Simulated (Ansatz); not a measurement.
# BN2 (quartet): correlated methods under varied settings at a displaced geometry (v2)

Aim: run BN2 (quartet) at one geometry under a spread of methods and options, and see what each costs and gives.

The runs use Ansatz 0.2.0, Gaussian basis; the settings change from run to run.

36 further runs of the same task are left out: 12 for a known fault of the program, 12 that didn't finish, 12 set aside as unsound or not needed.

## Step 1: What is computed

The geometry is a PBE0/def2-TZVP stationary point (not a proven minimum) with its atoms shifted at random (size 0.100 Å).

3 atoms, charge 0, spin multiplicity 4.

Atoms are counted from 1 here; the program's logs count them from 0.

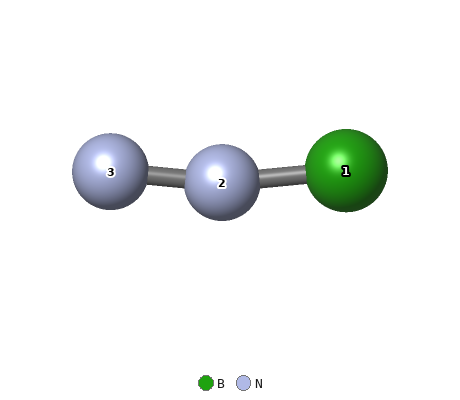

The structure; boron green, nitrogen light blue; atoms are numbered from 1 in the order of the file.

## Step 2: HF/cc-pVDZ

in.yaml reads:

```yaml
crystal:
  periodic: [false, false, false]
  atoms:
    - {symbol: B, position_ang: [0.084376, 0.005225, 1.260998]}
    - {symbol: N, position_ang: [-0.080498, 0.013599, -0.041609]}
    - {symbol: N, position_ang: [-0.003878, -0.018825, -1.219389]}
basis:
  gaussian: {orbitals: cc-pVDZ}
magnetization: {spin_polarized: true, initial_magnetization: 3}
hamiltonian: {xc: hf}
scf: {lower_state_search: off}
output: {forces: true, orbitals: {seedname: orbitals}}
```

On the command line:

```console
$ ansatz run in.yaml --threads 1 --pin off --events-out ev --progress --plain --max-ram 2393MiB
```

The program printed:

```text
Functional definition: HF
  name "HF"
  cite "Fock, Z. Phys. 61, 126 (1930) doi:10.1007/BF01340294"
  parent pbe
  exchange = exact_x
  correlation = 0
these checks for a lower state are left out or cut short: stability, starts, cluster_reference, orbital_swaps, neighbouring_geometries, increment
409 factors; integrals over basis functions are off by at most 1.0e-3 eV
mean field evaluation 1: about -3628.0501 eV, gradient 1.8e1 eV
mean field evaluation 2: about -3628.2154 eV, gradient 1.9e1 eV
mean field evaluation 4: about -3631.7141 eV, gradient 5.1e0 eV
mean field evaluation 8: about -3632.5139 eV, gradient 7.6e-1 eV
mean field evaluation 16: about -3632.5474 eV, gradient 1.8e-6 eV
mean field -3632.54738409 eV, -133.4936541362 hartree, gradient 3.6e-6 eV, S^2 4.004280; 0 other end points of the search recorded, 0 dependent functions left out
the calculation of the forces begins
reference -3632.54738409 eV, -133.4936541362 hartree; 11, 8 occupied and 31, 34 virtual orbitals, 409 factors
Total energy: -3632.54738409 eV, -133.4936541362 hartree
Atom 0 at     0.084376     0.005225     1.260998 Å, force    -0.488555     0.074301    -0.767185 eV/Å
Atom 1 at    -0.080498     0.013599    -0.041609 Å, force     0.871630    -0.129922     1.533669 eV/Å
Atom 2 at    -0.003878    -0.018825    -1.219389 Å, force    -0.383075     0.055620    -0.766484 eV/Å
Dipole moment:     0.012518     0.001342     0.222498 e Å
Checks for a lower state left out: stability, starts, cluster_reference, orbital_swaps, neighbouring_geometries, increment
```

Run time: 0.85 s. Hardware: 1 thread of AMD EPYC, shared host.

From the report: ⟨S²⟩ of the determinant 4.004 (pure quartet: 3.75).

## Step 3: CCSD(T) on ROHF/cc-pVDZ

Changes to in.yaml since step 2:

```diff
@@ -8,5 +8,4 @@
   gaussian: {orbitals: cc-pVDZ}
-magnetization: {spin_polarized: true, initial_magnetization: 3}
-hamiltonian: {xc: hf}
+magnetization: {spin_polarized: false, initial_magnetization: 3}
+correlation: {method: ccsd_t, electrons: outside_noble_gas}
 scf: {lower_state_search: off}
-output: {forces: true, orbitals: {seedname: orbitals}}
```

Same command.

The program printed, cut to the lines that bear on the results:

```text
Functional definition: HF
  name "HF"
  cite "Fock, Z. Phys. 61, 126 (1930) doi:10.1007/BF01340294"
  parent pbe
[...]
409 factors; integrals over basis functions are off by at most 1.0e-3 eV
[...]
mean field -3631.42447678 eV, -133.4523880536 hartree, gradient 7.3e-6 eV, S^2 3.750000; 0 other end points of the search recorded, 0 dependent functions left out
3 core orbitals not correlated: weight in the atoms' cores, before any rotation towards them, 1.000 or more for the frozen orbitals, at most 0.000 for the correlated occupied ones
reference -3631.42447678 eV, -133.4523880536 hartree; 8, 5 occupied and 31, 34 virtual orbitals, 409 factors
second order -9.75189177 eV of doubles, -0.39855064 eV of singles
cycle   1  -9.71929653 eV  change    4.5e-1 eV  update   1.1e-1
[...]
cycle  12  -10.27380320 eV  change    4.5e-6 eV  update   7.5e-6
perturbative correction -0.42172031 eV, -0.0154979357 hartree
Total energy: -3642.12000029 eV, -133.8454412931 hartree
Checks for a lower state left out: stability, starts, cluster_reference, orbital_swaps, neighbouring_geometries, increment
```

It took 3.5 s on 1 thread of AMD EPYC, shared host.

From the report: correlation -10.6955 eV; T1 0.041; largest double amplitude 0.07.

## Step 4: CCSD on UHF/STO-3G

in.yaml reads:

```yaml
crystal:
  periodic: [false, false, false]
  atoms:
    - {symbol: B, position_ang: [0.084376, 0.005225, 1.260998]}
    - {symbol: N, position_ang: [-0.080498, 0.013599, -0.041609]}
    - {symbol: N, position_ang: [-0.003878, -0.018825, -1.219389]}
basis:
  gaussian: {orbitals: STO-3G}
magnetization: {spin_polarized: true, initial_magnetization: 3}
correlation: {method: ccsd, electrons: outside_noble_gas}
scf: {lower_state_search: full}
```

Same command.

The program printed, cut to the lines that bear on the results:

```text
Functional definition: HF
  name "HF"
  cite "Fock, Z. Phys. 61, 126 (1930) doi:10.1007/BF01340294"
  parent pbe
[...]
199 factors; integrals over basis functions are off by at most 6.2e-5 eV
[...]
mean field -3584.82829637 eV, -131.7400100076 hartree, gradient 2.9e-6 eV, S^2 4.020324; 8 other end points of the search recorded, 0 dependent functions left out
3 core orbitals not correlated: weight in the atoms' cores, before any rotation towards them, 1.000 or more for the frozen orbitals, at most 0.000 for the correlated occupied ones
reference -3584.82829637 eV, -131.7400100076 hartree; 8, 5 occupied and 4, 7 virtual orbitals, 199 factors
second order -2.87871747 eV of doubles, -0.00000000 eV of singles
cycle   1  -3.23071515 eV  change   -3.5e-1 eV  update   8.4e-2
[...]
cycle  12  -3.83245616 eV  change    6.3e-7 eV  update   1.1e-5
Total energy: -3588.66075252 eV, -131.8808501737 hartree
```

It took 1.4 s on 1 thread of AMD EPYC, shared host.

From the report: ⟨S²⟩ of the determinant 4.020 (pure quartet: 3.75); correlation -3.8325 eV; T1 0.040; largest double amplitude 0.11.

## Step 5: BCCD/6-31G

in.yaml reads:

```yaml
crystal:
  periodic: [false, false, false]
  atoms:
    - {symbol: B, position_ang: [0.084376, 0.005225, 1.260998]}
    - {symbol: N, position_ang: [-0.080498, 0.013599, -0.041609]}
    - {symbol: N, position_ang: [-0.003878, -0.018825, -1.219389]}
basis:
  gaussian: {orbitals: 6-31G}
magnetization: {spin_polarized: false, initial_magnetization: 3}
hamiltonian: {xc: {name: PBE}}
correlation: {method: bccd, electrons: outside_noble_gas, diis_vectors: 12}
scf: {lower_state_search: light}
output: {forces: true}
```

Launched as before.

The program printed, cut to the lines that bear on the results:

```text
Functional definition: PBE
  name "PBE"
  cite "Perdew, Burke & Ernzerhof, Phys. Rev. Lett. 77, 3865 (1996) doi:10.1103/PhysRevLett.77.3865"
  parent pbe
[...]
395 factors; integrals over basis functions are off by at most 7.3e-5 eV
[...]
mean field -3646.13045812 eV, -133.9928228998 hartree, gradient 5.5e-6 eV, S^2 3.750000; 0 other end points of the search recorded, 0 dependent functions left out
3 core orbitals not correlated: weight in the atoms' cores, before any rotation towards them, 1.000 or more for the frozen orbitals, at most 0.000 for the correlated occupied ones
reference -3629.06283772 eV, -133.3655994191 hartree; 8, 5 occupied and 16, 19 virtual orbitals, 395 factors
second order -7.39557396 eV of doubles, -0.64696437 eV of singles
cycle   1  -7.23167262 eV  change    8.2e-1 eV  update   1.1e-1
[...]
cycle  14  -7.65089577 eV  change    3.1e-6 eV  update   2.0e-6
[...]
Total energy: -3636.71373349 eV, -133.6467646526 hartree
Atom 0 at     0.084376     0.005225     1.260998 Å, force    -0.227706     0.062685     1.395699 eV/Å
Atom 1 at    -0.080498     0.013599    -0.041609 Å, force     0.481046    -0.059891     1.584559 eV/Å
Atom 2 at    -0.003878    -0.018825    -1.219389 Å, force    -0.253340    -0.002794    -2.980258 eV/Å
Dipole moment:     0.015461     0.001457     0.262261 e Å
```

It took 6 s on 1 thread of AMD EPYC, shared host.

From the report: correlation -7.6509 eV; largest double amplitude 0.08.

## Step 6: MP2 on UHF/cc-pVDZ

in.yaml reads:

```yaml
crystal:
  periodic: [false, false, false]
  atoms:
    - {symbol: B, position_ang: [0.084376, 0.005225, 1.260998]}
    - {symbol: N, position_ang: [-0.080498, 0.013599, -0.041609]}
    - {symbol: N, position_ang: [-0.003878, -0.018825, -1.219389]}
basis:
  gaussian: {orbitals: cc-pVDZ}
magnetization: {spin_polarized: true, initial_magnetization: 3}
correlation: {method: mp2, electrons: all}
output: {forces: true}
```

The command is unchanged.

The program printed, cut to the lines that bear on the results:

```text
Functional definition: HF
  name "HF"
  cite "Fock, Z. Phys. 61, 126 (1930) doi:10.1007/BF01340294"
  parent pbe
[...]
409 factors; integrals over basis functions are off by at most 1.0e-3 eV
[...]
mean field -3632.54738409 eV, -133.4936541362 hartree, gradient 3.6e-6 eV, S^2 4.004280; 0 other end points of the search recorded, 0 dependent functions left out
reference -3632.54738409 eV, -133.4936541362 hartree; 11, 8 occupied and 31, 34 virtual orbitals, 409 factors
second order -8.47218654 eV of doubles, -0.00000000 eV of singles
[...]
Total energy: -3641.01957063 eV, -133.8050012490 hartree
Atom 0 at     0.084376     0.005225     1.260998 Å, force    -0.391897     0.074515     0.316612 eV/Å
Atom 1 at    -0.080498     0.013599    -0.041609 Å, force     0.869644    -0.159176    -0.316548 eV/Å
Atom 2 at    -0.003878    -0.018825    -1.219389 Å, force    -0.477747     0.084661    -0.000064 eV/Å
Dipole moment:     0.020477     0.002221     0.365597 e Å
```

Run time: 1.4 s. Hardware: 1 thread of AMD EPYC, shared host.

From the report: ⟨S²⟩ of the determinant 4.004 (pure quartet: 3.75).

## Step 7: HF/def2-SVP

Changes to in.yaml since step 6:

```diff
@@ -7,5 +7,5 @@
 basis:
-  gaussian: {orbitals: cc-pVDZ}
+  gaussian: {orbitals: def2-SVP, point_charges: [{charge: 1.00, position_ang: [3.960, 0.766, -0.244]}]}
 magnetization: {spin_polarized: true, initial_magnetization: 3}
-correlation: {method: mp2, electrons: all}
-output: {forces: true}
+hamiltonian: {xc: hf}
+output: {forces: true, orbitals: {seedname: orbitals}}
```

Same command.

The program printed, cut to the lines that bear on the results:

```text
Functional definition: HF
  name "HF"
  cite "Fock, Z. Phys. 61, 126 (1930) doi:10.1007/BF01340294"
  parent pbe
[...]
428 factors; integrals over basis functions are off by at most 1.4e-3 eV
[...]
mean field -3629.36998705 eV, -133.3768869487 hartree, gradient 8.3e-5 eV, S^2 3.998270; 0 other end points of the search recorded, 0 dependent functions left out
[...]
reference -3629.36998705 eV, -133.3768869487 hartree; 11, 8 occupied and 31, 34 virtual orbitals, 428 factors
Total energy: -3629.36998705 eV, -133.3768869487 hartree
Atom 0 at     0.084376     0.005225     1.260998 Å, force    -0.588552     0.063635    -0.831077 eV/Å
Atom 1 at    -0.080498     0.013599    -0.041609 Å, force     0.990933    -0.127025     1.519181 eV/Å
Atom 2 at    -0.003878    -0.018825    -1.219389 Å, force    -0.378109     0.067533    -0.656149 eV/Å
Dipole moment:    -0.092103    -0.019351     0.261596 e Å
```

Run time: 0.76 s. Hardware: 1 thread of AMD EPYC, shared host.

From the report: ⟨S²⟩ of the determinant 3.998 (pure quartet: 3.75).

## Step 8: CCSD(T) on ROHF/6-31++G**

in.yaml reads:

```yaml
crystal:
  periodic: [false, false, false]
  atoms:
    - {symbol: B, position_ang: [0.084376, 0.005225, 1.260998]}
    - {symbol: N, position_ang: [-0.080498, 0.013599, -0.041609]}
    - {symbol: N, position_ang: [-0.003878, -0.018825, -1.219389]}
basis:
  gaussian: {orbitals: "6-31++G**"}
magnetization: {spin_polarized: false, initial_magnetization: 3}
correlation: {method: ccsd_t, electrons: outside_noble_gas}
```

Launched as before.

The program printed, cut to the lines that bear on the results:

```text
Functional definition: HF
  name "HF"
  cite "Fock, Z. Phys. 61, 126 (1930) doi:10.1007/BF01340294"
  parent pbe
[...]
515 factors; integrals over basis functions are off by at most 1.2e-3 eV
[...]
mean field -3631.23333957 eV, -133.4453638907 hartree, gradient 3.7e-6 eV, S^2 3.750000; 6 other end points of the search recorded, 0 dependent functions left out
determinant -3631.23333957 eV, -133.4453638907 hartree, with singles and doubles -3641.67162165 eV, -133.8289636821 hartree
determinant -3627.98221930 eV, -133.3258874247 hartree, with singles and doubles -3637.38411400 eV, -133.6714006819 hartree
determinant -3627.83674500 eV, -133.3205413427 hartree, with singles and doubles -3637.23395712 eV, -133.6658825183 hartree
3 core orbitals not correlated: weight in the atoms' cores, before any rotation towards them, 1.000 or more for the frozen orbitals, at most 0.000 for the correlated occupied ones
reference -3631.23333957 eV, -133.4453638907 hartree; 8, 5 occupied and 46, 49 virtual orbitals, 515 factors
second order -9.96452711 eV of doubles, -0.39092029 eV of singles
cycle   1  -10.41718950 eV  change   -1.4e-1 eV  update   1.9e-2
[...]
cycle   9  -10.43591149 eV  change   -3.2e-6 eV  update   1.3e-5
perturbative correction -0.44578741 eV, -0.0163823853 hartree
Total energy: -3642.11503847 eV, -133.8452589494 hartree
```

Wall time 10 s (1 thread of AMD EPYC, shared host).

From the report: correlation -10.8817 eV; T1 0.040; largest double amplitude 0.06.

## Step 9: NEVPT4(SD)(9,7)/STO-3G

Changes to in.yaml since step 8:

```diff
@@ -7,4 +7,4 @@
 basis:
-  gaussian: {orbitals: "6-31++G**"}
+  gaussian: {orbitals: STO-3G, point_charges: [{charge: -1.00, position_ang: [2.651, 0.254, 0.401]}]}
 magnetization: {spin_polarized: false, initial_magnetization: 3}
-correlation: {method: ccsd_t, electrons: outside_noble_gas}
+correlation: {method: fic_nevpt4_sd, electrons: all, active_space: {window: {electrons: 9, orbitals: 7}}}
```

Same command.

The program printed:

```text
Functional definition: HF
  name "HF"
  cite "Fock, Z. Phys. 61, 126 (1930) doi:10.1007/BF01340294"
  parent pbe
  exchange = exact_x
  correlation = 0
199 factors; integrals over basis functions are off by at most 6.2e-5 eV
mean field evaluation 1: about -3580.3696 eV, gradient 2.1e1 eV
mean field evaluation 2: about -3580.4423 eV, gradient 2.1e1 eV
mean field evaluation 4: about -3583.7244 eV, gradient 3.2e0 eV
mean field evaluation 8: about -3583.8433 eV, gradient 2.7e-1 eV
mean field evaluation 16: about -3583.8456 eV, gradient 1.8e-6 eV
mean field evaluation 32: about -3583.5547 eV, gradient 2.3e0 eV
mean field -3583.84558631 eV, -131.7038960792 hartree, gradient 1.8e-6 eV, S^2 3.750000; 5 other end points of the search recorded, 0 dependent functions left out
reference -3583.84558631 eV, -131.7038960792 hartree; 11, 8 occupied and 4, 7 virtual orbitals, 199 factors
state -3585.57414059 eV, -131.7674192773 hartree
state -3585.57414059 eV, -131.7674192773 hartree; corrected -3588.66246170 eV, -131.8809129848 hartree
Total energy: -3588.66246170 eV, -131.8809129848 hartree
```

Run time: 2.7 s. Hardware: 1 thread of AMD EPYC, shared host.

From the report: 245 determinants; active occupations 2.00, 1.98, 1.92, 1.02, 1.00, 1.00, 0.09.

## Step 10: BCCD on ROHF/cc-pVDZ

in.yaml reads:

```yaml
crystal:
  periodic: [false, false, false]
  atoms:
    - {symbol: B, position_ang: [0.084376, 0.005225, 1.260998]}
    - {symbol: N, position_ang: [-0.080498, 0.013599, -0.041609]}
    - {symbol: N, position_ang: [-0.003878, -0.018825, -1.219389]}
basis:
  gaussian: {orbitals: cc-pVDZ, point_charges: [{charge: 0.50, position_ang: [4.817, 0.624, 0.868]}]}
magnetization: {spin_polarized: false, initial_magnetization: 3}
correlation: {method: bccd, electrons: valence}
```

Launched as before.

The program printed, cut to the lines that bear on the results:

```text
Functional definition: HF
  name "HF"
  cite "Fock, Z. Phys. 61, 126 (1930) doi:10.1007/BF01340294"
  parent pbe
[...]
409 factors; integrals over basis functions are off by at most 1.0e-3 eV
[...]
mean field -3631.39832727 eV, -133.4514270771 hartree, gradient 3.9e-6 eV, S^2 3.750000; 6 other end points of the search recorded, 0 dependent functions left out
determinant -3631.39832727 eV, -133.4514270771 hartree, with singles and doubles -3641.68533869 eV, -133.8294677738 hartree
determinant -3628.12766447 eV, -133.3312324361 hartree, with singles and doubles -3637.33720325 eV, -133.6696767439 hartree
determinant -3627.91863792 eV, -133.3235508520 hartree, with singles and doubles -3637.12553384 eV, -133.6618980364 hartree
3 core orbitals not correlated: weight in the atoms' cores, before any rotation towards them, 1.000 or more for the frozen orbitals, at most 0.000 for the correlated occupied ones
reference -3631.39832727 eV, -133.4514270771 hartree; 8, 5 occupied and 31, 34 virtual orbitals, 409 factors
second order -9.77820237 eV of doubles, -0.40026575 eV of singles
cycle   1  -10.27772274 eV  change    9.3e-3 eV  update   2.0e-2
[...]
cycle  10  -10.28506737 eV  change   -5.0e-6 eV  update   1.3e-5
Total energy: -3641.68339464 eV, -133.8293963314 hartree
```

Run time: 7.5 s. Hardware: 1 thread of AMD EPYC, shared host.

From the report: correlation -10.2851 eV; largest double amplitude 0.07.

## Step 11: The runs in one table

Where basis and cores are those of an earlier UCCSDT(Q)/cc-pVDZ run (-3642.1860 eV), and the state is the same kind, the miss against it is given.

```tsv
level	correlated	functions	energy (eV)	from UCCSDT(Q) (meV)	time
HF/cc-pVDZ		42	-3632.5474	9638.7	0.85 s
CCSD(T) on ROHF/cc-pVDZ	outside noble gas	42	-3642.1200	66.0	3.5 s
CCSD on UHF/STO-3G	outside noble gas	15	-3588.6608		1.4 s
BCCD/6-31G (on PBE orbitals)	outside noble gas	27	-3636.7137		6 s
MP2 on UHF/cc-pVDZ	all	42	-3641.0196		1.4 s
HF/def2-SVP (beside a point charge)		42	-3629.3700		0.76 s
CCSD(T) on ROHF/6-31++G**	outside noble gas	57	-3642.1150		10 s
NEVPT4(SD)(9,7)/STO-3G (beside a point charge)	all	15	-3588.6625		2.7 s
BCCD on ROHF/cc-pVDZ (beside a point charge)	valence	42	-3641.6834		7.5 s
```

## Step 12: Summary of results

| quantity | value |
| --- | --- |
| runs | 9 |
| quickest | HF/def2-SVP (beside a point charge), 0.76 s |
| slowest | CCSD(T) on ROHF/6-31++G**, 10 s |

In words: Total energies in different bases, with other cores or another treatment of relativity can't be set against each other. CCSD(T) on ROHF/6-31++G** took 13 times as long as HF/def2-SVP (beside a point charge); the jobs differ in more than the method. Hartree-Fock, CASSCF and CASCI lack dynamic correlation by design.
